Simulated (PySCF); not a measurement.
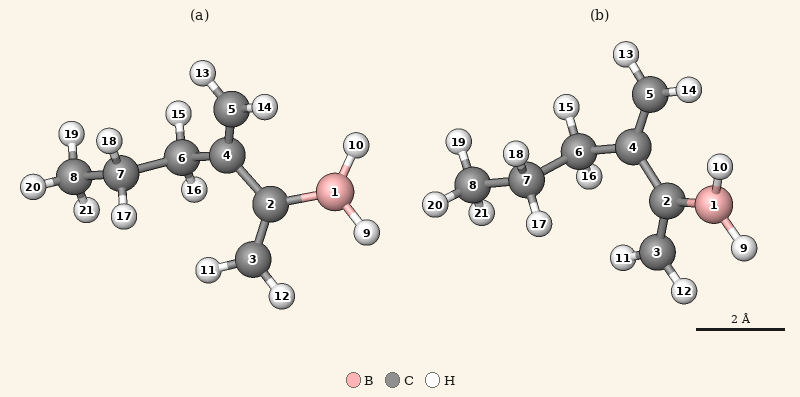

The structure of C$_{7}$H$_{13}$B before (left) and after (right) a relaxation, at one scale.

Style: ball-and-stick. Shown at a tilt.

The start comes from GFN2-xTB. Its atoms were then displaced at random by about 0.01 Å.

All numbers below come from PBE0-D3(BJ)/def2-SVP geometry optimisation, gas phase (PySCF). 

Q: What changed between the two?

A: H10 moves most after the best rigid fit: 1.89 Å. By element the largest moves are H 1.89 Å, B 0.92 Å, C 0.80 Å. Some distances before and after: C8–H20 1.050 → 1.101 Å, B1–H10 1.165 → 1.208 Å, C5–H13 1.051 → 1.093 Å, C3–H12 1.068 → 1.093 Å. Among the angles between lasting bonds that change: B1–C2–C3 119.7° → 114.8°, H20–C8–H21 110.6° → 107.5°, H15–C6–H16 108.7° → 105.7°. Groups turn about C2–C4 by about 50°, C4–C6 by about 30°, B1–C2 by about 25°. After 15 geometry steps the energy has fallen by 7.44 kcal/mol.
